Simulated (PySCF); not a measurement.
Si(OMe)(SeH)3, CH₆OSe₃Si, SMILES CO[Si]([SeH])([SeH])[SeH], singlet at its CAM-B3LYP/def2-SVP optimised geometry (Å):

```
12

C      1.4531     1.3638     2.4196
O      0.4172     1.5626     1.4868
Si     0.2526     0.8771     0.0000
Se    -1.8944     1.4034    -0.5153
Se     0.4236    -1.4034     0.0000
Se     1.8750     1.7860    -1.3385
H      2.4260     1.6949     2.0188
H      1.2263     1.9536     3.3185
H      1.5337     0.3020     2.7072
H     -1.7512     0.9433    -1.9035
H      1.8944    -1.4034     0.0000
H      1.8967     0.6344    -2.2483
```

Level of theory: CAM-B3LYP/def2-TZVP in PySCF 2.14.0. Cells within 0.4 Å of a nucleus heavier than hydrogen are left out (blank, or x).

Map of the log10 of the electron density (e/bohr³), floored at −4 on the plane z = 0.0 Å:

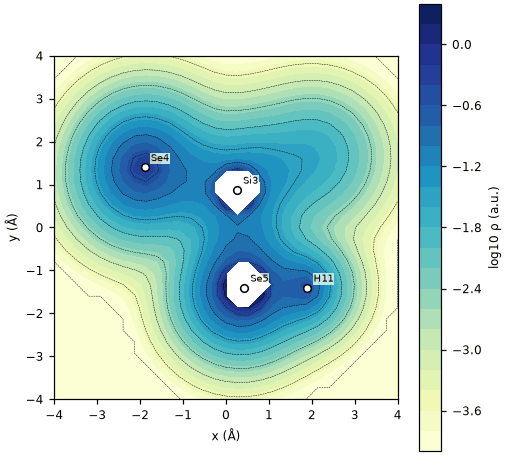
Log10 of the electron density (e/bohr³), floored at −4 on the plane z = 0.0 Å.
